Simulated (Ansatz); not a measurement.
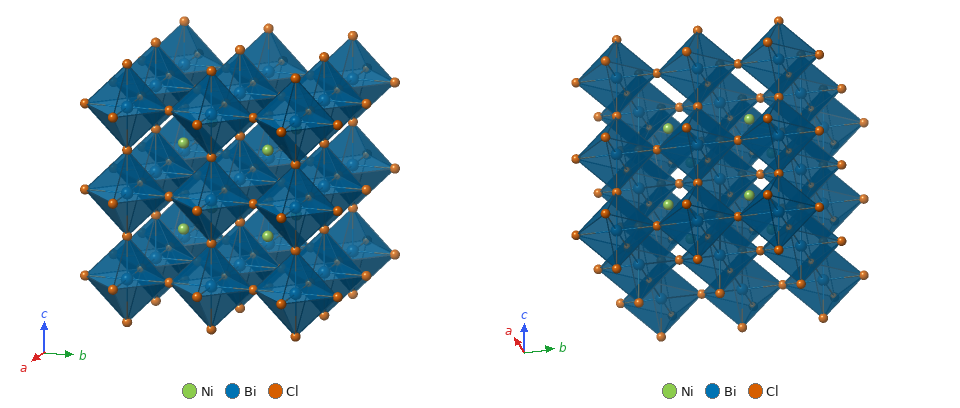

Polyhedra are drawn about Bi (bonds: Bi–Cl below 3.1 Å); other atoms are plain spheres. Two views of the same piece.

NiBiCl3 (space group Pm-3m, No. 221). Coordinates: coordinates from a relaxation with DFT PBE, scalar-relativistic, plane waves, PAW (Ansatz); the starting structure was generated, so it need not be a known form of this composition.

Sharing among the drawn polyhedra:

```csv
site,polyhedron,corner-sharing neighbours,edge-sharing,face-sharing,bond (Å)
Bi,BiCl6 octahedron,6,0,0,2.75
```

They form a three-dimensional framework of corner-sharing octahedra.
